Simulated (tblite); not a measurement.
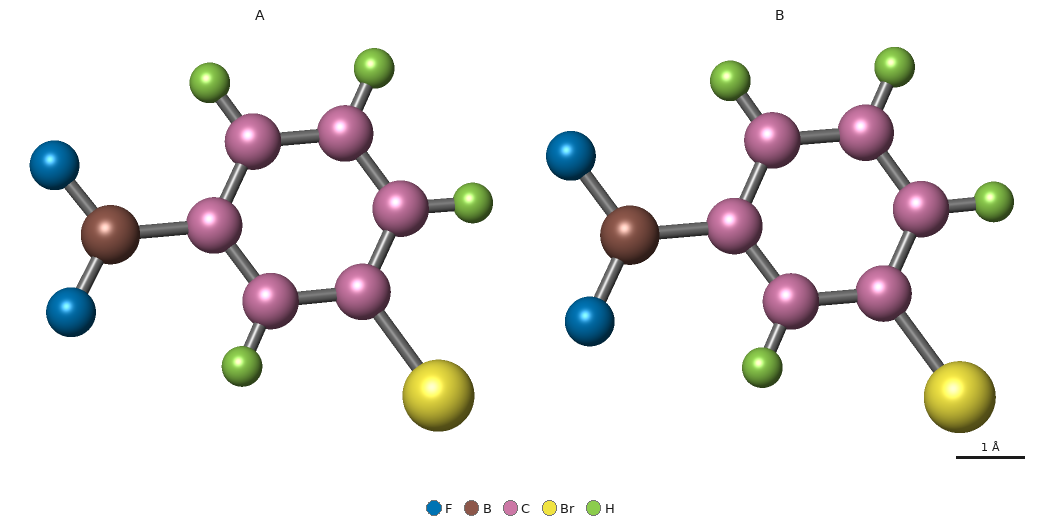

Two geometries of C₆H₄BBrF₂, drawn at one scale. One is the start of a relaxation, the other its converged end. Style: ball-and-stick. Shown at a tilt.

All numbers below come from tblite, GFN2-xTB geometry optimisation, gas phase. 

Which geometry has the lower energy?

Answer. Structure A is the relaxed one. The energy falls by 15.0 kcal/mol in 13 geometry steps. The atom that moves furthest after the best rigid fit is an F atom (0.15 Å). Largest moves by element: F 0.15 Å, H 0.03 Å, Br 0.03 Å, C 0.03 Å, B 0.01 Å. Among the contacts that change: B–F 1.463 → 1.319 Å, B–F 1.443 → 1.318 Å, C–C 1.417 → 1.399 Å, C–C 1.400 → 1.386 Å. Bond angles that change, for instance: F–B–F 118.4° → 114.3°, F–B–C 120.9° → 123.0°, C–C–H 121.0° → 118.9°.
